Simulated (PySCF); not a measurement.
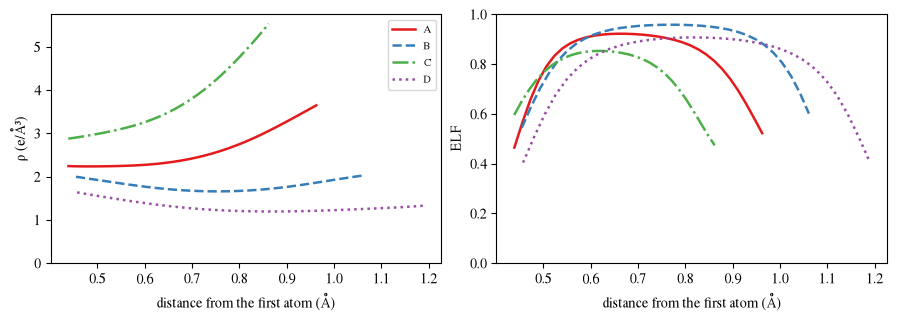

C5H9NOS. Electron density and electron localisation function along straight lines between neighbouring atoms. The curves leave out the atomic cores.

Geometry: GFN2-xTB, coordinate held.

These are results of PBE0/pcSseg-1, SCF density, in a benzene solvent model, non-relativistic in PySCF, not measurements.

Input file:

```
{"job": {"kind": "nmr", "xc": "PBE0", "basis": "pcSseg-1", "solvent": "benzene", "every": 1, "pop": false}, "charge": 0, "multiplicity": 1}
N      2.282036    -0.834975    -0.063748
C      1.770970     0.369388    -0.399113
O      2.045176     0.934825    -1.432900
C      0.840890     0.962971     0.654054
C     -0.562250     0.395370     0.572392
C     -1.253011     0.315157    -0.784774
C     -2.159807    -0.813373    -0.312817
S     -0.767064    -1.479691     0.668496
H      2.834496    -1.326971    -0.747203
H      1.922301    -1.357829     0.715901
H      0.779301     2.038961     0.475053
H      1.254026     0.790604     1.649473
H     -1.205704     0.820094     1.342771
H     -0.563539    -0.022606    -1.553763
H     -1.751600     1.228940    -1.118816
H     -2.955670    -0.484528     0.351425
H     -2.538130    -1.505356    -1.061826
```

Run with:

```sh
OMP_NUM_THREADS=1 python ens_run.py task.json out
```

### Which curve belongs to which contact (C–C, C–N, C–O and C–S)? The first atom named is at distance zero.

Curve A: C–N (1.35 Å): the density is about 2.4 e/Å³ at the midpoint; the ELF peaks at about 0.90 between the atoms (a covalent bond). Curve B: C–C (1.52 Å): ρ is about 1.7 e/Å³ halfway; the ELF peaks at about 0.95 between the atoms (localised, covalent bonding). Curve C: C–O (1.21 Å): the density is about 3.3 e/Å³ at the midpoint; the ELF peaks at about 0.85 between the atoms: a short, multiple covalent bond. Curve D: C–S (1.83 Å): ρ at the midpoint is about 1.2 e/Å³; the ELF peaks at about 0.90 between the atoms, as expected for a covalent bond.
